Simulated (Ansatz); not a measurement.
**BH3NSi radical (SMILES B1[N][SiH2]1): one structure at several levels**

Aim: energy, forces and dipole at a structure displaced at random from a GFN2-xTB minimum, from CCSD(T) and from density functionals.

The runs use Ansatz 0.2.0, Gaussian basis; single points in def2-TZVPP.

Cores are frozen in the correlated methods. Orbitals are unrestricted.

### 1 Starting geometry

SMILES `B1[N][SiH2]1`, 6 atoms, charge 0, spin multiplicity 2.

Atoms are counted from 1 here; the program's logs count them from 0.

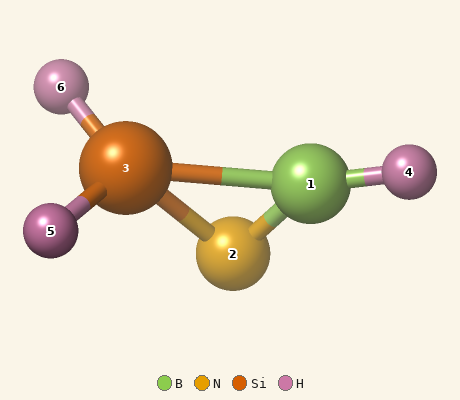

Start geometry, drawn with boron green, nitrogen amber, silicon orange, hydrogen pink; atoms are numbered from 1 in the order of the file.

Coordinates:

```tsv
atom	x (Å)	y (Å)	z (Å)
B1	-0.7306	-0.9727	-0.2944
N2	0.6014	-0.9696	-0.1951
Si3	0.3317	0.6562	0.2447
H4	-1.5968	-1.5790	-0.6393
H5	0.7903	1.6654	-0.6653
H6	0.5504	0.9941	1.5111
```

### 2 CCSD(T)/def2-TZVPP

File run/in.yaml:

```yaml
crystal:
  periodic: [false, false, false]
  atoms:
    - {symbol: B, position_ang: [-0.730600, -0.972700, -0.294400]}
    - {symbol: N, position_ang: [0.601400, -0.969600, -0.195100]}
    - {symbol: Si, position_ang: [0.331700, 0.656200, 0.244700]}
    - {symbol: H, position_ang: [-1.596800, -1.579000, -0.639300]}
    - {symbol: H, position_ang: [0.790300, 1.665400, -0.665300]}
    - {symbol: H, position_ang: [0.550400, 0.994100, 1.511100]}
basis:
  gaussian: {orbitals: def2-TZVPP}
magnetization: {spin_polarized: true, initial_magnetization: 1}
correlation: {method: ccsd_t}
scf: {omitted_lower_state_checks: [cluster_reference]}
output: {forces: true}
```

No record of the launch command was kept for these runs.

### 3 PBE0-D4/def2-TZVPP

run/in.yaml, as its differences from that of step 2:

```diff
@@ -12,4 +12,3 @@
 magnetization: {spin_polarized: true, initial_magnetization: 1}
-correlation: {method: ccsd_t}
-scf: {omitted_lower_state_checks: [cluster_reference]}
-output: {forces: true}
+hamiltonian: {xc: pbe0, dispersion: d4}
+output: {forces: true, orbitals: {seedname: orbitals}}
```

### 4 wB97M-V/def2-TZVPP

run/in.yaml, as its differences from that of step 3:

```diff
@@ -12,3 +12,3 @@
 magnetization: {spin_polarized: true, initial_magnetization: 1}
-hamiltonian: {xc: pbe0, dispersion: d4}
-output: {forces: true, orbitals: {seedname: orbitals}}
+hamiltonian: {xc: {name: wB97M-V}}
+output: {forces: true}
```

### 5 r2SCAN-D4/def2-TZVPP

run/in.yaml, as its differences from that of step 4:

```diff
@@ -12,3 +12,3 @@
 magnetization: {spin_polarized: true, initial_magnetization: 1}
-hamiltonian: {xc: {name: wB97M-V}}
+hamiltonian: {xc: r2scan, dispersion: d4}
 output: {forces: true}
```

### 6 PBE-D4/def2-TZVPP

run/in.yaml, as its differences from that of step 5:

```diff
@@ -12,3 +12,3 @@
 magnetization: {spin_polarized: true, initial_magnetization: 1}
-hamiltonian: {xc: r2scan, dispersion: d4}
+hamiltonian: {xc: pbe, dispersion: d4}
 output: {forces: true}
```

### 7 HSE06-D4/def2-TZVPP

run/in.yaml, as its differences from that of step 6:

```diff
@@ -12,3 +12,3 @@
 magnetization: {spin_polarized: true, initial_magnetization: 1}
-hamiltonian: {xc: pbe, dispersion: d4}
+hamiltonian: {xc: hse06, dispersion: d4}
 output: {forces: true}
```

### 8 B97M-V/def2-TZVPP

run/in.yaml, as its differences from that of step 7:

```diff
@@ -12,3 +12,3 @@
 magnetization: {spin_polarized: true, initial_magnetization: 1}
-hamiltonian: {xc: hse06, dispersion: d4}
+hamiltonian: {xc: {name: B97M-V}}
 output: {forces: true}
```

(Steps that only read results are left out.)

Before running it: what results should come out? Wanted: energy less free atoms, CCSD(T)/def2-TZVPP; RMS force component; RMS force error; HOMO and LUMO, PBE0-D4; T1 diagnostic.

**Answer**, as computed:

| quantity | value |
| --- | --- |
| energy less free atoms, CCSD(T)/def2-TZVPP | -19.230 eV |
| RMS force component | 1.336 to 1.465 eV/Å over the methods |
| RMS force error | PBE0-D4 0.257, wB97M-V 0.254, r2SCAN-D4 0.183, PBE-D4 0.128, HSE06-D4 0.252, B97M-V 0.249 eV/Å |
| HOMO and LUMO, PBE0-D4 | -6.45 and -3.11 eV |
| T1 diagnostic | 0.021 |

In words: Against CCSD(T) the functionals' energies less atoms differ by -1.296 to -0.826 eV, PBE-D4 by -1.296 eV. A larger basis would deepen the CCSD(T) value, while the functionals are nearly converged already, so the order here is not reliable. The forces of PBE-D4 come nearest to CCSD(T), those of PBE0-D4 are farthest. Frozen-core CCSD(T) forces in triple zeta carry basis errors of their own, and this is one geometry, so small gaps rank nothing.
